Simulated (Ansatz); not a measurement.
# LiW2: relaxing a made-up structure

Starting from a made-up structure for LiW2, the aim is the relaxed cell, its shortest contacts and, where a second run follows, its electronic structure.

Program: Ansatz 0.2.0. Level of theory: DFT, PBE, plane-wave PAW, files of the set soft_1, scalar-relativistic, no spin, cell and ions relaxed at zero pressure; PAW set soft_1, in the first sound run; inputs show where later runs differ. Results are calculated unless marked as measured.

### 1. The starting structure

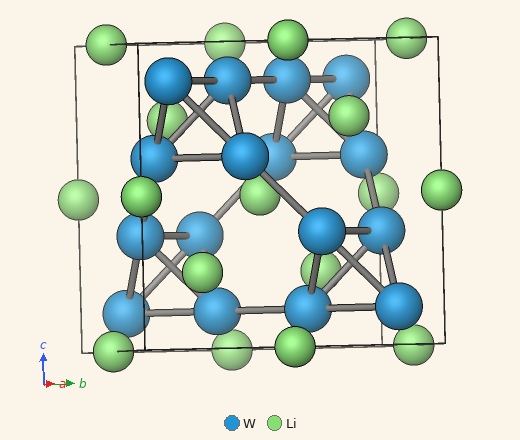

The starting structure, seen slightly off an axis (tungsten blue, lithium green). This picture shows the conventional cell, with its axes. Some periodic images of atoms are drawn too.

### 2. Relaxation of the guess

The guess takes its coordinates from another compound and its volume from a rule, so the cell and any free coordinates are relaxed together.

File input.yaml:

```yaml
crystal:
  lattice:
    - [0.0, 4.102, 4.102]
    - [4.102, 0.0, 4.102]
    - [4.102, 4.102, 0.0]
  atoms:
    - { symbol: W, position: [0.625, 0.125, 0.625] }
    - { symbol: W, position: [0.625, 0.625, 0.125] }
    - { symbol: W, position: [0.125, 0.625, 0.625] }
    - { symbol: W, position: [0.625, 0.625, 0.625] }
    - { symbol: Li, position: [0.25, 0.25, 0.25] }
    - { symbol: Li, position: [0.0, 0.0, 0.0] }
kpoints:
  mp_grid: { grid: [6, 6, 6] }
scf:
  occupations: { method: fermi_dirac, width: 0.05 }
hamiltonian:
  xc: pbe
  pseudopotentials: { kind: paw, azcp: { folder: soft_1 } }
relax:
  f_tol: 0.015
  max_steps: 70
  cell: {}
output:
  forces: true
  stress: true
```

The run is started by

```sh
$ ansatz run input.yaml --threads 4 --pin off --max-ram 10240MiB --backend cpu --events-out ev --progress --plain --runs-dir out
```

Numbers of over 12 decimals in the logs are rounded to 6 here.

The log of the run:

```text
Engine: ansatz 0.2.0, aarch64-unknown-linux-gnu
Pseudopotentials: kind: paw
Pseudopotential: W, paw, valence charge 14, recommended cutoff 420 eV (normal), soft_1/W.paw.azcp
Pseudopotential: Li, paw, valence charge 3, recommended cutoff 420 eV (normal), soft_1/Li.paw.azcp
Functional definition: PBE
  parameter kappa = 0.804
  parameter beta = 0.066725
  exchange = pbe_x(kappa = kappa, mu = beta*pi^2/3)
  correlation = pbe_c(beta = beta)
Crystal: 6 atoms, lattice volume = 138.044 Å³
Basis set: ecut = 420 eV, 2733 PW (Γ), exchange–correlation on 80×80×80 points (8 copies of the dense FFT grid, shifted against one another)
Bands: 38, of which v1, the nominal top of the filled ones, is band 31 counted from 1 (30 counted from 0)
Symmetry: 48 space group operations
Space group: Fd-3m (ITA 227), of the structure as read, at distance tolerance 5.2e-5 Å
k-points: 16 of 216
Non-local potential: W, projectors of the file, l = 0: 3, l = 1: 2, l = 2: 2, l = 3: 1
Non-local potential: Li, projectors of the file, l = 0: 3, l = 1: 2, l = 2: 1
PAW form: soft (Blöchl's): semilocal exchange-correlation on the pseudo side does not see the compensation charge
PAW one-centre angular grid: W, 590 points (default); XC on 64 Gauss nodes
PAW one-centre angular grid: Li, 110 points (default); XC on 96 Gauss nodes
Initial density: superposition of atomic densities (chi_scale 0.1, normalization cell, long waves kept (reshape's long-wave potential 0.00 eV rms))
Initial wavefunctions: pseudopotential atomic-orbital guess
Functional: x = pbe(κ = 0.804, μ = 0.219515), c = pbe(β = 0.066725)
SCF iter   1: F=—  HF=-41946.779133 eV  |F-HF|=—  |Δ(HF+E_count)|=         —  Δρ=4.83e-2  dr2=4.27e0  ethr=3.10e-3  ⟨swp⟩=5.3  Hψ=2142  notcnv=0
preconditioner: auto → Kerker (q_TF=auto, 2.388 Å⁻¹)  [metal: Δε(μ)=0.043 eV  Ē_g=3.313 eV  σ=0.050 eV  W_gap=0.21  n_scr=26 (ndim 8)  ℏωp=16.1 eV  f_vac=0.000  D(μ)=5.65/eV (n_scr^D=58)]
SCF iter   2: F=—  HF=-41945.885802 eV  |F-HF|=—  |Δ(HF+E_count)|=   8.93e-1  Δρ=2.66e-2  dr2=1.27e0  ethr=3.10e-3  ⟨swp⟩=2.3  Hψ=990  notcnv=0  defer=3
SCF iter   3: F=—  HF=-41945.540561 eV  |F-HF|=—  |Δ(HF+E_count)|=   3.45e-1  Δρ=3.63e-3  dr2=2.02e-2  ethr=2.05e-3  ⟨swp⟩=2.1  Hψ=901  notcnv=0  defer=3
SCF iter   4: F=—  HF=-41945.539735 eV  |F-HF|=—  |Δ(HF+E_count)|=   8.27e-4  Δρ=8.70e-4  dr2=2.52e-3  ethr=3.25e-5  ⟨swp⟩=2.5  Hψ=1117  notcnv=0  defer=3
SCF iter   5: F=—  HF=-41945.539354 eV  |F-HF|=—  |Δ(HF+E_count)|=   3.81e-4  Δρ=3.31e-4  dr2=2.12e-4  ethr=4.07e-6  ⟨swp⟩=2.1  Hψ=1024  notcnv=0  defer=3
SCF iter   6: F=—  HF=-41945.539351 eV  |F-HF|=—  |Δ(HF+E_count)|=   2.46e-6  Δρ=5.14e-5  dr2=2.77e-6  ethr=3.41e-7  ⟨swp⟩=2.0  Hψ=1026  notcnv=0  defer=3
SCF iter   7: F=—  HF=-41945.539351 eV  |F-HF|=—  |Δ(HF+E_count)|=   3.17e-7  Δρ=8.22e-6  dr2=1.10e-7  ethr=4.46e-9  ⟨swp⟩=2.0  Hψ=825  notcnv=0  defer=3
SCF iter   8: F=-41945.539351 eV  HF=-41945.539351 eV  |F-HF|=3.80e-9  |Δ(HF+E_count)|=   2.33e-8  Δρ=2.24e-6  dr2=1.49e-8  ethr=1.61e-10  ⟨swp⟩=3.4  Hψ=1690  notcnv=0
SCF 1 converged in 8 iterations: F = -41945.539351 eV  dr2 = 1.49e-8
  greatest PAW one-centre occupation: 1.000 electrons in one spin orbital (limit 2), on the Li atom at site 5 (counted from 0), in its partial waves of l = 0
relax step   1: F+E_penalty+E_count = -41945.53935145 eV  Δ(F+E_penalty+E_count) = +0.000e0 eV  max|allowed force component| = 1.156e-18 eV/Å  Δτ_max = 0.0000 Å  P = -22.231 GPa  Ω = 138.044 Å³  (8 SCF iters, dr2 threshold 1.00e-7 eV, accepted)
Crystal: 6 atoms, lattice volume = 118.823 Å³
Basis set: ecut = 420 eV, 2277 PW (Γ), exchange–correlation on 80×80×80 points (8 copies of the dense FFT grid, shifted against one another)
Initial density: handed on by an earlier stage of this run
Initial wavefunctions: those handed on with the density
iter 1 solved again at ethr=5.53e-5 eV; its pass at ethr=3.10e-3 eV (dr2=3.43e-2 eV) is discarded
SCF iter   1: F=—  HF=-41947.759031 eV  |F-HF|=—  |Δ(HF+E_count)|=         —  Δρ=5.14e-3  dr2=3.49e-2  ethr=5.53e-5  ⟨swp⟩=1.1  Hψ=3117  notcnv=0
preconditioner: auto → Kerker (q_TF=auto, 2.448 Å⁻¹)  [metal: Δε(μ)=0.023 eV  Ē_g=3.621 eV  σ=0.050 eV  W_gap=0.12  n_scr=26 (ndim 8)  ℏωp=17.4 eV  f_vac=0.000  D(μ)=5.40/eV (n_scr^D=58)]
SCF iter   2: F=—  HF=-41947.750809 eV  |F-HF|=—  |Δ(HF+E_count)|=   8.22e-3  Δρ=2.91e-3  dr2=1.11e-2  ethr=5.53e-5  ⟨swp⟩=1.0  Hψ=608  notcnv=0
SCF iter   3: F=—  HF=-41947.748213 eV  |F-HF|=—  |Δ(HF+E_count)|=   2.60e-3  Δρ=4.77e-4  dr2=3.49e-4  ethr=1.78e-5  ⟨swp⟩=2.0  Hψ=807  notcnv=0
SCF iter   4: F=—  HF=-41947.748181 eV  |F-HF|=—  |Δ(HF+E_count)|=   3.17e-5  Δρ=1.32e-4  dr2=3.94e-5  ethr=5.63e-7  ⟨swp⟩=2.2  Hψ=750  notcnv=0
SCF iter   5: F=—  HF=-41947.748176 eV  |F-HF|=—  |Δ(HF+E_count)|=   5.43e-6  Δρ=4.04e-5  dr2=2.90e-6  ethr=6.36e-8  ⟨swp⟩=2.0  Hψ=1020  notcnv=0
SCF iter   6: F=-41947.748176 eV  HF=-41947.748176 eV  |F-HF|=1.02e-9  |Δ(HF+E_count)|=   1.97e-8  Δρ=6.74e-6  dr2=4.94e-8  ethr=9.68e-10  ⟨swp⟩=4.0  Hψ=1867  notcnv=0
SCF 2 converged in 6 iterations: F = -41947.748176 eV  dr2 = 4.94e-8
relax step   2: F+E_penalty+E_count = -41947.74817603 eV  Δ(F+E_penalty+E_count) = -2.209e0 eV  max|allowed force component| = 1.369e-17 eV/Å  Δτ_max = 0.0000 Å  P = -13.130 GPa  Ω = 118.823 Å³  energy of the carried Pulay correction = +4.087e-3 eV  (6 SCF iters, dr2 threshold 6.00e-7 eV, accepted)
Crystal: 6 atoms, lattice volume = 101.475 Å³
Basis set: ecut = 420 eV, 1989 PW (Γ), exchange–correlation on 80×80×80 points (8 copies of the dense FFT grid, shifted against one another)
iter 1 solved again at ethr=5.00e-5 eV; its pass at ethr=3.10e-3 eV (dr2=3.10e-2 eV) is discarded
SCF iter   1: F=—  HF=-41948.266981 eV  |F-HF|=—  |Δ(HF+E_count)|=         —  Δρ=5.11e-3  dr2=3.13e-2  ethr=5.00e-5  ⟨swp⟩=1.2  Hψ=3168  notcnv=0
preconditioner: auto → Kerker (q_TF=auto, 2.513 Å⁻¹)  [metal: Δε(μ)=0.007 eV  Ē_g=4.268 eV  σ=0.050 eV  W_gap=0.03  n_scr=26 (ndim 8)  ℏωp=18.8 eV  f_vac=0.000  D(μ)=4.06/eV (n_scr^D=26)]
SCF iter   2: F=—  HF=-41948.261166 eV  |F-HF|=—  |Δ(HF+E_count)|=   5.82e-3  Δρ=3.07e-3  dr2=1.19e-2  ethr=5.00e-5  ⟨swp⟩=1.0  Hψ=608  notcnv=0
SCF iter   3: F=—  HF=-41948.258185 eV  |F-HF|=—  |Δ(HF+E_count)|=   2.98e-3  Δρ=3.39e-4  dr2=1.11e-4  ethr=1.93e-5  ⟨swp⟩=2.0  Hψ=791  notcnv=0
SCF iter   4: F=—  HF=-41948.258215 eV  |F-HF|=—  |Δ(HF+E_count)|=   3.00e-5  Δρ=6.99e-5  dr2=5.18e-6  ethr=1.79e-7  ⟨swp⟩=2.0  Hψ=1020  notcnv=0
iter 5 did not close the SCF: its close was put off for the readings that it lacked (scf_convergence_deferred on its scf_iter line)
SCF iter   5: F=-41948.258216 eV  HF=-41948.258216 eV  |F-HF|=6.64e-8  |Δ(HF+E_count)|=   7.13e-7  Δρ=1.85e-5  dr2=3.83e-7  ethr=8.35e-9  ⟨swp⟩=2.0  Hψ=692  notcnv=0
SCF iter   6: F=-41948.258216 eV  HF=-41948.258216 eV  |F-HF|=5.23e-9  |Δ(HF+E_count)|=   9.86e-8  Δρ=4.22e-6  dr2=1.87e-8  ethr=6.18e-10  ⟨swp⟩=2.0  Hψ=2103  notcnv=0
SCF 3 converged in 6 iterations: F = -41948.258216 eV  dr2 = 1.87e-8
relax step   3: F+E_penalty+E_count = -41948.25821568 eV  Δ(F+E_penalty+E_count) = -5.100e-1 eV  max|allowed force component| = 1.349e-17 eV/Å  Δτ_max = 0.0000 Å  P = +6.617 GPa  Ω = 101.475 Å³  energy of the carried Pulay correction = +8.341e-3 eV  (6 SCF iters, dr2 threshold 6.00e-7 eV, accepted)
Crystal: 6 atoms, lattice volume = 106.693 Å³
Basis set: ecut = 420 eV, 2085 PW (Γ), exchange–correlation on 80×80×80 points (8 copies of the dense FFT grid, shifted against one another)
iter 1 solved again at ethr=1.21e-5 eV; its pass at ethr=3.10e-3 eV (dr2=7.51e-3 eV) is discarded
SCF iter   1: F=—  HF=-41948.341037 eV  |F-HF|=—  |Δ(HF+E_count)|=         —  Δρ=2.03e-3  dr2=7.46e-3  ethr=1.21e-5  ⟨swp⟩=1.1  Hψ=2752  notcnv=0
preconditioner: auto → Kerker (q_TF=auto, 2.492 Å⁻¹)  [metal: Δε(μ)=0.025 eV  Ē_g=4.044 eV  σ=0.050 eV  W_gap=0.13  n_scr=26 (ndim 8)  ℏωp=18.3 eV  f_vac=0.000  D(μ)=4.55/eV (n_scr^D=50)]
SCF iter   2: F=—  HF=-41948.339810 eV  |F-HF|=—  |Δ(HF+E_count)|=   1.23e-3  Δρ=1.21e-3  dr2=2.84e-3  ethr=1.20e-5  ⟨swp⟩=1.0  Hψ=608  notcnv=0
SCF iter   3: F=—  HF=-41948.339062 eV  |F-HF|=—  |Δ(HF+E_count)|=   7.47e-4  Δρ=1.47e-4  dr2=2.26e-5  ethr=4.57e-6  ⟨swp⟩=2.0  Hψ=809  notcnv=0
SCF iter   4: F=—  HF=-41948.339064 eV  |F-HF|=—  |Δ(HF+E_count)|=   1.53e-6  Δρ=3.31e-5  dr2=2.81e-6  ethr=3.65e-8  ⟨swp⟩=2.7  Hψ=1048  notcnv=0
iter 5 did not close the SCF: its close was put off for the readings that it lacked (scf_convergence_deferred on its scf_iter line)
SCF iter   5: F=-41948.339063 eV  HF=-41948.339063 eV  |F-HF|=4.57e-8  |Δ(HF+E_count)|=   5.87e-7  Δρ=1.03e-5  dr2=1.85e-7  ethr=4.53e-9  ⟨swp⟩=2.0  Hψ=778  notcnv=0
SCF iter   6: F=-41948.339063 eV  HF=-41948.339063 eV  |F-HF|=1.75e-10  |Δ(HF+E_count)|=   1.38e-8  Δρ=2.99e-6  dr2=1.29e-8  ethr=2.98e-10  ⟨swp⟩=2.0  Hψ=1822  notcnv=0
SCF 4 converged in 6 iterations: F = -41948.339063 eV  dr2 = 1.29e-8
relax step   4: F+E_penalty+E_count = -41948.33906342 eV  Δ(F+E_penalty+E_count) = -8.085e-2 eV  max|allowed force component| = 1.735e-17 eV/Å  Δτ_max = 0.0000 Å  P = -1.226 GPa  Ω = 106.693 Å³  energy of the carried Pulay correction = +6.997e-3 eV  (6 SCF iters, dr2 threshold 6.00e-7 eV, accepted)
Crystal: 6 atoms, lattice volume = 105.785 Å³
iter 1 solved again at ethr=3.67e-7 eV; its pass at ethr=3.10e-3 eV (dr2=2.28e-4 eV) is discarded
SCF iter   1: F=—  HF=-41948.342856 eV  |F-HF|=—  |Δ(HF+E_count)|=         —  Δρ=3.17e-4  dr2=1.61e-4  ethr=3.67e-7  ⟨swp⟩=2.0  Hψ=2717  notcnv=0
preconditioner: auto → Kerker (q_TF=auto, 2.496 Å⁻¹)  [metal: Δε(μ)=0.024 eV  Ē_g=4.082 eV  σ=0.050 eV  W_gap=0.12  n_scr=26 (ndim 8)  ℏωp=18.4 eV  f_vac=0.000  D(μ)=4.49/eV (n_scr^D=26)]
SCF iter   2: F=—  HF=-41948.342829 eV  |F-HF|=—  |Δ(HF+E_count)|=   2.66e-5  Δρ=1.88e-4  dr2=5.87e-5  ethr=2.60e-7  ⟨swp⟩=1.0  Hψ=608  notcnv=0
SCF iter   3: F=—  HF=-41948.342814 eV  |F-HF|=—  |Δ(HF+E_count)|=   1.56e-5  Δρ=2.28e-5  dr2=6.93e-7  ethr=9.46e-8  ⟨swp⟩=2.0  Hψ=790  notcnv=0
iter 4 did not close the SCF: its close was put off for the readings that it lacked (scf_convergence_deferred on its scf_iter line)
SCF iter   4: F=-41948.342814 eV  HF=-41948.342814 eV  |F-HF|=2.87e-9  |Δ(HF+E_count)|=   7.67e-8  Δρ=4.12e-6  dr2=2.27e-8  ethr=1.12e-9  ⟨swp⟩=2.0  Hψ=1040  notcnv=0
iter 5 did not close the SCF: its close was put off for the readings that it lacked (scf_convergence_deferred on its scf_iter line)
SCF iter   5: F=-41948.342814 eV  HF=-41948.342814 eV  |F-HF|=7.20e-10  |Δ(HF+E_count)|=   1.24e-9  Δρ=1.37e-6  dr2=3.36e-9  ethr=3.66e-11  ⟨swp⟩=1.3  Hψ=621  notcnv=0
SCF iter   6: F=-41948.342814 eV  HF=-41948.342814 eV  |F-HF|=1.46e-11  |Δ(HF+E_count)|=  6.55e-11  Δρ=3.54e-7  dr2=2.02e-10  ethr=5.41e-12  ⟨swp⟩=1.0  Hψ=1417  notcnv=0
SCF 5 converged in 6 iterations: F = -41948.342814 eV  dr2 = 2.02e-10
relax step   5: F+E_penalty+E_count = -41948.34281378 eV  Δ(F+E_penalty+E_count) = -3.750e-3 eV  max|allowed force component| = 1.137e-17 eV/Å  Δτ_max = 0.0000 Å  P = -0.007 GPa  Ω = 105.785 Å³  energy of the carried Pulay correction = +7.227e-3 eV  (6 SCF iters, dr2 threshold 6.00e-7 eV, accepted)
Basis set: ecut = 420 eV, 2085 PW (Γ), exchange–correlation on 72×72×72 points (8 copies of the dense FFT grid, shifted against one another)
Initial wavefunctions: pseudopotential atomic-orbital guess (no wavefunctions were taken with the density)
iter 1 solved again at ethr=4.81e-8 eV; its pass at ethr=3.10e-3 eV (dr2=2.98e-5 eV) is discarded
SCF iter   1: F=—  HF=-41948.338297 eV  |F-HF|=—  |Δ(HF+E_count)|=         —  Δρ=2.91e-4  dr2=1.03e-5  ethr=4.81e-8  ⟨swp⟩=3.1  Hψ=3613  notcnv=0
preconditioner: auto → Kerker (q_TF=auto, 2.496 Å⁻¹)  [metal: Δε(μ)=0.024 eV  Ē_g=4.082 eV  σ=0.050 eV  W_gap=0.12  n_scr=26 (ndim 8)  ℏωp=18.4 eV  f_vac=0.000  D(μ)=4.48/eV (n_scr^D=26)]
SCF iter   2: F=—  HF=-41948.338311 eV  |F-HF|=—  |Δ(HF+E_count)|=   1.47e-5  Δρ=1.54e-4  dr2=2.83e-6  ethr=1.67e-8  ⟨swp⟩=1.1  Hψ=610  notcnv=0
SCF iter   3: F=—  HF=-41948.338315 eV  |F-HF|=—  |Δ(HF+E_count)|=   4.06e-6  Δρ=5.67e-6  dr2=9.40e-9  ethr=4.56e-9  ⟨swp⟩=3.0  Hψ=1148  notcnv=0
SCF iter   4: F=—  HF=-41948.338315 eV  |F-HF|=—  |Δ(HF+E_count)|=   8.80e-9  Δρ=8.79e-7  dr2=5.06e-10  ethr=1.52e-11  ⟨swp⟩=2.0  Hψ=790  notcnv=0
iter 5 did not close the SCF: its close was put off for the readings that it lacked (scf_convergence_deferred on its scf_iter line)
SCF iter   5: F=-41948.338315 eV  HF=-41948.338315 eV  |F-HF|=7.28e-12  |Δ(HF+E_count)|=    0.00e0  Δρ=7.82e-8  dr2=2.46e-12  ethr=1.00e-12  ⟨swp⟩=2.0  Hψ=778  notcnv=0
SCF iter   6: F=-41948.338315 eV  HF=-41948.338315 eV  |F-HF|=1.46e-11  |Δ(HF+E_count)|=    0.00e0  Δρ=1.48e-8  dr2=2.51e-13  ethr=1.00e-12  ⟨swp⟩=2.0  Hψ=1774  notcnv=0
SCF 6 converged in 6 iterations: F = -41948.338315 eV  dr2 = 2.51e-13
relax step   6: F+E_penalty+E_count = -41948.33831540 eV  Δ(F+E_penalty+E_count) = +4.498e-3 eV  max|allowed force component| = 1.388e-17 eV/Å  Δτ_max = 0.0000 Å  P = -0.029 GPa  Ω = 105.785 Å³  stress off target by 2.95e-2 GPa  SCF on the basis re-selected at this cell (its energy is not comparable with the rows above)  (6 SCF iters)
basis re-selected at this cell: Δ(F+E_penalty+E_count) = +4.498e-3 eV, ΔP = -0.023 GPa vs the last step (what re-selecting the basis moved, of the pressure what is left beyond the Pulay correction that the steps carried, after the strain that the cell walked since its last selection, with what the two solves' SCF thresholds leave and, on support functions, any second-order correction that the steps lacked; it is no measure of the basis error at this ecutwfc). The dense FFT grid was sized anew with the basis: this SCF ran on 36×36×36 points, the steps before it on 40×40×40, so part of this shift can come from that change (see relax.cell in the input reference). [rest of the remark cut]
SCF converged after 6 iterations
Free energy (F): -41948.338315 eV
Harris-Foulkes:  -41948.338315 eV  (|F-HF|=1.46e-11)
Internal energy: -41948.301250 eV  (E = F + TS)
E sigma→0 (E₀):  -41948.319783 eV
Entropy (-TS):   -0.037066 eV (-6.178 meV/atom)
Fermi energy:    13.158744 eV
--- Per-component energies (eV) ---
  E_band       = -929.778490
  E_kinetic    = 1718.424943
  E_local      = -4505.669663  (includes V_loc(G=0)·N_el)
  E_nonlocal   = -136.586735
  E_hartree    = 1811.294195
  E_xc         = -1083.538581
  E_vxc        = -941.557757  (∫ρ·V_xc dr)
  E_paw        = -34360.679302  (= ΣΔE_a)
  E_vpaw       = -686.978781  (= ΣTr[D̂ρ^β])
  E_aug_tail   = 0.001116  (compensation charges beyond the density's cutoff)
  E_ewald      = -5391.547223
  E_smearing   = -0.037066  (= −TS)
  E_closure    = 0.000000  (closes the sum)
  Σ components = -41948.338315   (vs F -41948.338315, Δ=0.00e0)
--- Forces (eV/Å), atoms counted from 1 ---
  atom   1  W      0.00000000     0.00000000     0.00000000
  atom   2  W      0.00000000    -0.00000000    -0.00000000
  atom   3  W      0.00000000    -0.00000000     0.00000000
  atom   4  W      0.00000000     0.00000000    -0.00000000
  atom   5  Li     0.00000000    -0.00000000    -0.00000000
  atom   6  Li    -0.00000000     0.00000000    -0.00000000
  max |Σ_I F_I| component: 4.63e-18 eV/Å
--- Stress (GPa, compression-positive) ---
       -0.029460       0.000000       0.000000
        0.000000      -0.029460       0.000000
        0.000000       0.000000      -0.029460
  P = ⅓ Tr σ = -0.0295 GPa (-0.295 kbar)
--- Relaxed structure (5 steps of the walk, 5 accepted, 1 SCFs on fresh bases) ---
  F+E_penalty+E_count = -41948.33831540 eV   max|allowed force component| = 1.388e-17 eV/Å   (the final SCF, on the basis selected at the relaxed cell)
  cell:  # Å, volume = 105.7854 Å³
    - [0, 3.753749, 3.753749]
    - [3.753749, 0, 3.753749]
    - [3.753749, 3.753749, 0]
  atoms:
    - { symbol: W, position: [0.625000, 0.125000, 0.625000] }
    - { symbol: W, position: [0.625000, 0.625, 0.125000] }
    - { symbol: W, position: [0.125000, 0.625, 0.625000] }
    - { symbol: W, position: [0.625000, 0.625000, 0.625000] }
    - { symbol: Li, position: [0.250000, 0.25, 0.25] }
    - { symbol: Li, position: [0, 0, 0] }
```

It took 6.7 s on 4 threads of Arm Neoverse V1, shared host; peak memory 0.48 GiB; 24 s of CPU time.

Relaxation path:

| step | energy less that of the first step (eV) | largest force component (eV/Å) | pressure (GPa) | volume (Å³) |
| --- | --- | --- | --- | --- |
| 1 | 0.0000 | 0.0000 | -22.23 | 138.04 |
| 2 | -2.2088 | 0.0000 | -13.13 | 118.82 |
| 3 | -2.7189 | 0.0000 | 6.62 | 101.47 |
| 4 | -2.7997 | 0.0000 | -1.23 | 106.69 |
| 5 | -2.8035 | 0.0000 | -0.01 | 105.79 |
| 6* | -2.7990 | 0.0000 | -0.03 | 105.79 |

Relaxation steps marked * repeat the geometry before them on a plane-wave basis chosen anew for their cell, so energy and pressure can jump there.

The run keeps the 48 symmetry operations that it works with, so distortions that break them were not tested.

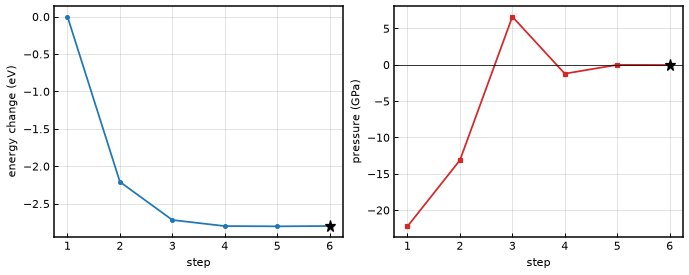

Energy and pressure along the relaxation. Stars mark steps on a basis chosen anew.

| conventional cell, symmetrised | before | after | change |
| --- | --- | --- | --- |
| a (Å) | 8.204 | 7.507 | -8.5 % |
| b (Å) | 8.204 | 7.507 | -8.5 % |
| c (Å) | 8.204 | 7.507 | -8.5 % |
| volume (Å³/atom) | 23.01 | 17.63 | -23.4 % |

The relaxed structure:

```cif
data_structure
_symmetry_space_group_name_H-M 'P 1'
_symmetry_Int_Tables_number 1
_cell_length_a 5.3086
_cell_length_b 5.3086
_cell_length_c 5.3086
_cell_angle_alpha 60.000
_cell_angle_beta 60.000
_cell_angle_gamma 60.000
_cell_volume 105.79
loop_
_atom_site_label
_atom_site_type_symbol
_atom_site_fract_x
_atom_site_fract_y
_atom_site_fract_z
_atom_site_occupancy
W1 W 0.62500 0.12500 0.62500 1
W2 W 0.62500 0.62500 0.12500 1
W3 W 0.12500 0.62500 0.62500 1
W4 W 0.62500 0.62500 0.62500 1
Li5 Li 0.25000 0.25000 0.25000 1
Li6 Li 0.00000 0.00000 0.00000 1
```

Numbers from this step:

| Quantity | Value |
| --- | --- |
| free energy | -41948.3383 eV |
| energy at zero smearing | -41948.3198 eV |
| smearing term TS | 0.03707 eV |
| Fermi energy | 13.16 eV |
| electrons | 62 |
| symmetry operations | 48 |
| pressure | -0.02946 GPa |

The shortest distance of each pair, which need not be the same contact before and after:

| pair | guess (Å) | relaxed (Å) |
| --- | --- | --- |
| W–W | 2.901 | 2.654 |
| Li–W | 3.401 | 3.112 |
| Li–Li | 3.552 | 3.251 |

The relaxation ends with a pressure of -0.03 GPa.

(Continued in part 2 of 2.)

[Logs are printed without paths, hosts, clocks, repeated set-up lines and the standing remarks that a program may print on its own settings, such as how far it seeks lower states.]

[Hosts, paths, dates, database ids (printed as entryN), source tags and the programs' standing remarks are cut or masked in the printed files.]
